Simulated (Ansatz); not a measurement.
Cl3FSn

```yaml
atoms:
  - { symbol: F, position_ang: [-0.3645, -0.1458, 1.8810] }
  - { symbol: Sn, position_ang: [-0.0056, -0.0023, 0.0291] }
  - { symbol: Cl, position_ang: [1.7364, -1.3963, -0.4362] }
  - { symbol: Cl, position_ang: [-1.8955, -0.6281, -1.0805] }
  - { symbol: Cl, position_ang: [0.5293, 2.1725, -0.3935] }
```

Geometry: PBE0-D4/def2-TZVP; core potentials replace the inner electrons of Sn.

Method: isolated molecule in a Gaussian basis; Hartree-Fock in Ansatz.

> What will maps of the electron density and electron localisation function show?

Sn–Cl (2.28 Å): ρ at the midpoint is about 0.61 e/Å³; the ELF peaks at about 0.85 in the valence shell of Cl, 0.8 Å from its nucleus, and drops to about 0.15 between the two atoms.

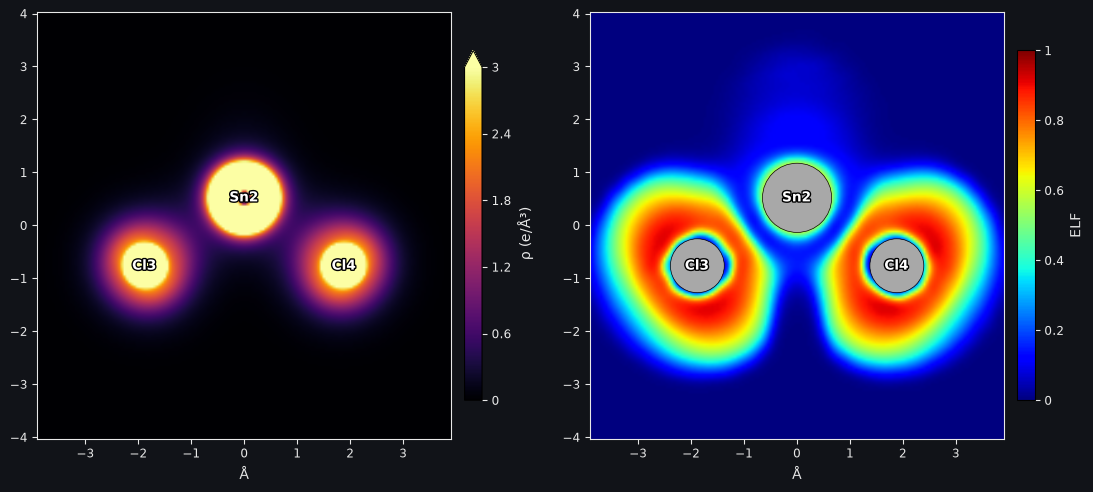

Computed electron density and electron localisation function on the plane of atoms Cl3, Sn2 and Cl4, in this order. Grey discs cover the atomic cores in the ELF map. 
